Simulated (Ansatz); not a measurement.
**CH2Se (methaneselone): a line through the functionals**

CH2Se has 4 atoms, charge 0, and is taken as a singlet. As SMILES, `C=[Se]`. Geometry: relaxed at PBE0-D4/def2-TZVP.

The HOMO–LUMO gap y, in eV, basis def2-TZVPP; a is the functional's share of exact exchange. Programs: Ansatz 0.2.0.

| functional | program | a | y (eV) |
| --- | --- | --- | --- |
| r2SCAN | Ansatz | 0 | 1.88 |
| revPBE | Ansatz | 0 | 1.62 |
| B3LYP | Ansatz | 0.2 | 3.22 |
| r2SCAN0 | Ansatz | 0.25 | 3.83 |
| PBE0 | Ansatz | 0.25 | ? |
| BHLYP | Ansatz | 0.5 | 5.69 |

Question: Fit y = c + s·a to the known rows and predict PBE0.

Answer: 
1. Means of the 5 rows: a = 0.1900, y = 3.248.
2. Σ(Δa)² = 0.172, Σ(Δa·Δy) = 1.3609, so the slope is 1.3609/0.172 = 7.9122.
3. Intercept: 3.248 − (7.9122) × 0.1900 = 1.745. The largest residual of the fit is 0.13.
4. PBE0: 1.745 + (7.9122) × 0.25 = 3.72 eV.

The run gave 3.65 eV, so the prediction is off by +0.07 eV, within the largest residual. Exact exchange lowers occupied levels and raises empty ones. The rows mix families of semi-local functionals, which the line can't see.

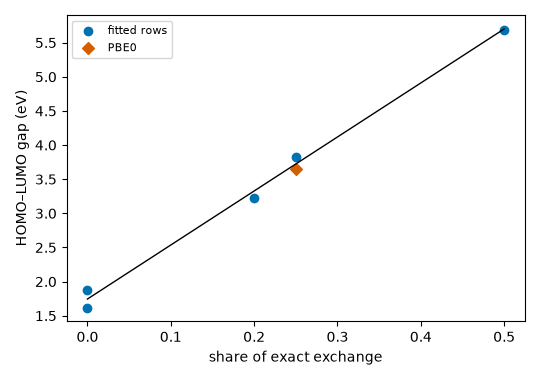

The fitted line, with the withheld row.
